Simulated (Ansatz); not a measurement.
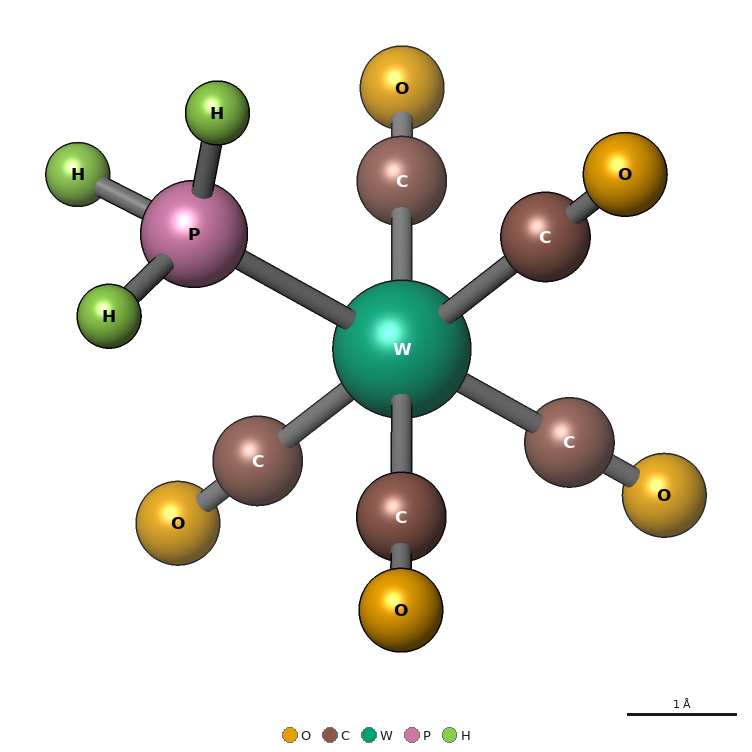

The picture shows a molecular structure as a ball-and-stick model. Every bond is drawn as one stick, whatever its order.

The species is neutral and a spin singlet.

Description:

The molecule is C₅H₃O₅PW. Coordination: 5 C linear; 1 W octahedral; 1 P tetrahedral.

The parts below concern this one geometry. Atoms keep their numbers from picture to picture. Computed geometry: PBE0-D4/def2-TZVP optimisation.

## Shape

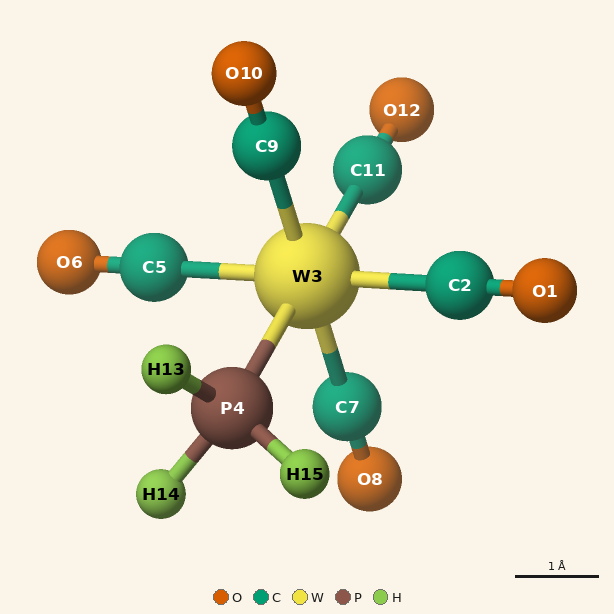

Numbered structure.

Which atoms are bonded, and how long are the bonds?

```csv
bond,length (Å)
O1–C2,1.141
C2–W3,2.051
W3–P4,2.490
W3–C5,2.051
W3–C7,2.051
W3–C9,2.051
W3–C11,2.017
P4–H13,1.413
P4–H14,1.412
P4–H15,1.413
C5–O6,1.141
C7–O8,1.141
C9–O10,1.141
C11–O12,1.143
```

## Charges

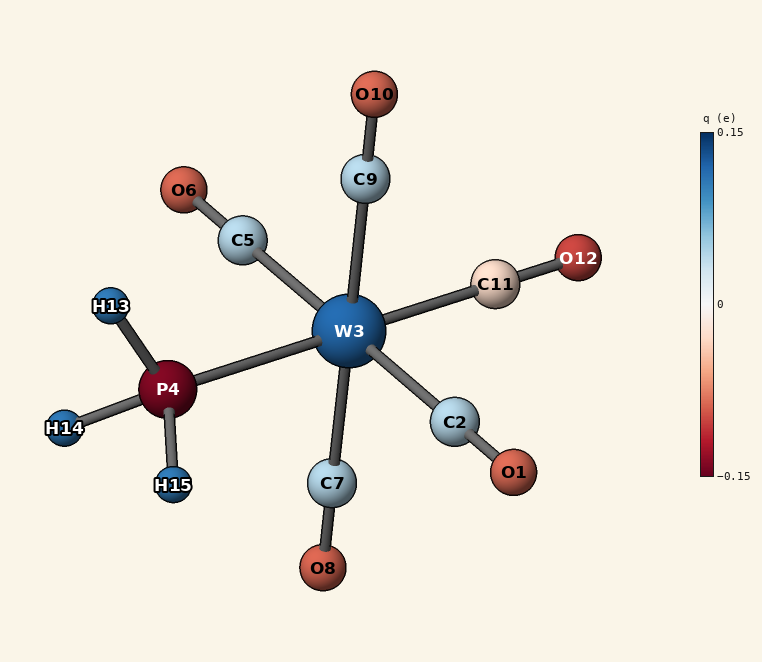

Atoms are coloured by their Mulliken charges. Method: RKS PBE0-D4/def2-TZVP, core potentials on W (Ansatz 0.2.0).

Which atom carries the highest charge (most positive or least negative)?

W3 (0.12 e).

And the lowest?

P4 (−0.14 e).

List the Mulliken charges.

| atom | value (e) |
| --- | --- |
| O1 | −0.08 |
| C2 | 0.04 |
| W3 | 0.12 |
| P4 | −0.14 |
| C5 | 0.04 |
| O6 | −0.09 |
| C7 | 0.04 |
| O8 | −0.09 |
| C9 | 0.04 |
| O10 | −0.08 |
| C11 | −0.03 |
| O12 | −0.10 |
| H13 | 0.11 |
| H14 | 0.11 |
| H15 | 0.11 |

## Electronic properties

Level of theory: RKS PBE0-D4/def2-QZVPP, core potentials on W (Ansatz 0.2.0).

Predict the main results.

- HOMO energy (Kohn–Sham orbital): −6.67 eV
- LUMO energy (Kohn–Sham orbital): −1.79 eV
- HOMO–LUMO gap: 4.88 eV
- dispersion correction: −52.8 kJ/mol

## Vibrations

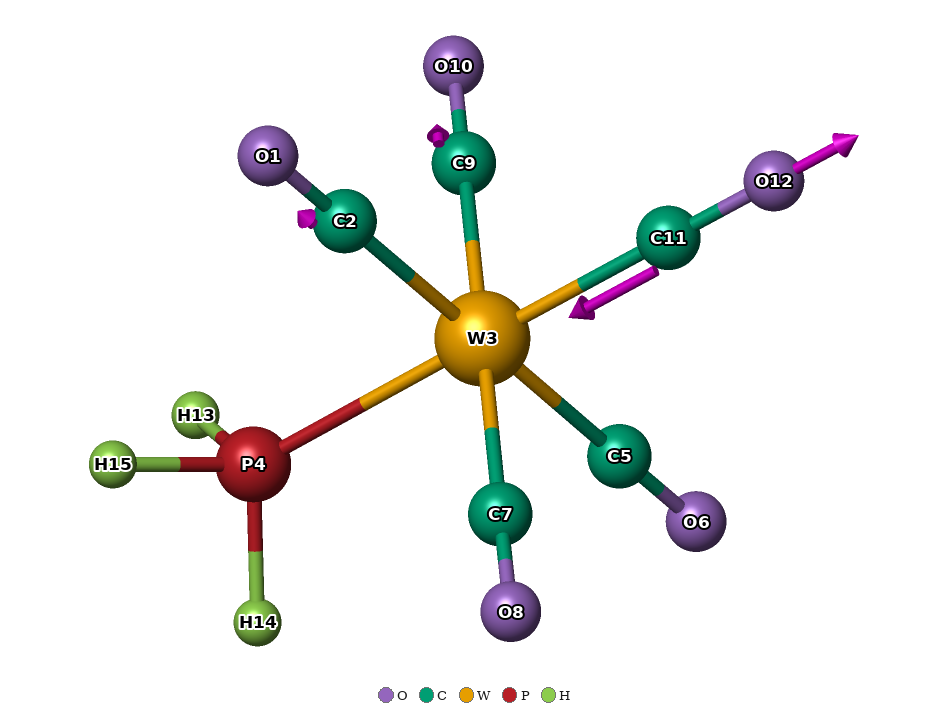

The arrows show one normal mode. Harmonic vibrations computed with RKS PBE0-D4/def2-TZVP, core potentials on W (Ansatz 0.2.0) at a stationary point of the same level.

What kind of motion is it?

Mostly C–O stretching.

Estimate its harmonic wavenumber.

2075 cm⁻¹; it is mode 34 of 39 counted from the lowest.

Mulliken values depend strongly on the basis set and can even reverse the polarity of a bond.
